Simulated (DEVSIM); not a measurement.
Device: Ni/SiO2/p-GaSb capacitor, at 250 K.

| layer (left to right) | material | thickness (nm) | Na (cm⁻³) |
|---|---|---|---|
| 1 | SiO2 | 2.70 | - |
| 2 | GaSb | 900 | 4.4e17 |

Metal gate on the left, work function 5.1 eV. Fixed charge at the semiconductor interface 0 cm⁻² (in units of +e); no interface traps.

This is a model device: material constants are rounded textbook-type values typed into the input, and sizes, dopings and lifetimes were drawn at random. Values at 300 K; Nc and Nv go as T^1.5, mobilities as T to minus their exponent, the gap by Varshni's rule with the affinity fixed.

```tsv
parameter	SiO2	GaSb
gap (eV)	9	0.726
affinity (eV)	0.9	4.06
permittivity	3.9	15.7
Nc (cm⁻³)	-	2.1e17
Nv (cm⁻³)	-	1.8e19
Varshni α (eV/K)	-	0.00042
Varshni β (K)	-	140
```

Model (solved in DEVSIM): 1D Poisson equation in equilibrium, Boltzmann statistics, complete ionisation; no quantum confinement or tunnelling. Metal contacts follow the ideal Schottky-Mott rule: no Fermi-level pinning, no interface dipoles.

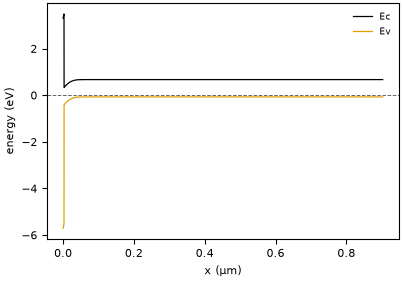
Fig. 1. Band edges at 0.9 V on the gate

Energies count from the Fermi level of the right contact; mesh points crowd at the junctions.

| x (μm) | Ec (eV) | Ev (eV) | n (cm⁻³) | p (cm⁻³) | field (V/cm) |
|---|---|---|---|---|---|
| 0.000 | 3.300 | -5.700 | < 1e2 | < 1e2 | 720000 |
| 0.0007439 | 3.354 | -5.646 | < 1e2 | < 1e2 | 720000 |
| 0.001529 | 3.410 | -5.590 | < 1e2 | < 1e2 | 720000 |
| 0.002343 | 3.469 | -5.531 | < 1e2 | < 1e2 | 720000 |
| 0.003468 | 0.347 | -0.397 | 1.6e10 | 1.3e11 | 170000 |
| 0.005087 | 0.375 | -0.370 | 4.4e9 | 4.8e11 | 170000 |
| 0.008061 | 0.422 | -0.322 | 4.9e8 | 4.3e12 | 150000 |
| 0.01622 | 0.529 | -0.215 | 3400000 | 6.2e14 | 110000 |
| 0.02946 | 0.632 | -0.113 | 30000 | 7.2e16 | 46000 |
| 0.05286 | 0.669 | -0.075 | 5200 | 4.1e17 | 2200 |
| 0.09586 | 0.671 | -0.074 | 4900 | 4.4e17 | ≈ 0 |
| 0.2139 | 0.671 | -0.074 | 4900 | 4.4e17 | ≈ 0 |
| 0.3918 | 0.671 | -0.074 | 4900 | 4.4e17 | ≈ 0 |
| 0.6132 | 0.671 | -0.074 | 4900 | 4.4e17 | ≈ 0 |
| 0.7790 | 0.671 | -0.074 | 4900 | 4.4e17 | ≈ 0 |
| 0.8359 | 0.671 | -0.074 | 4900 | 4.4e17 | ≈ 0 |
| 0.8669 | 0.671 | -0.074 | 4900 | 4.4e17 | ≈ 0 |
| 0.8838 | 0.671 | -0.074 | 4900 | 4.4e17 | ≈ 0 |
| 0.8949 | 0.671 | -0.074 | 4900 | 4.4e17 | ≈ 0 |
| 0.8992 | 0.671 | -0.074 | 4900 | 4.4e17 | ≈ 0 |
| 0.9013 | 0.671 | -0.074 | 4900 | 4.4e17 | ≈ 0 |
| 0.9027 | 0.671 | -0.074 | 4900 | 4.4e17 | ≈ 0 |
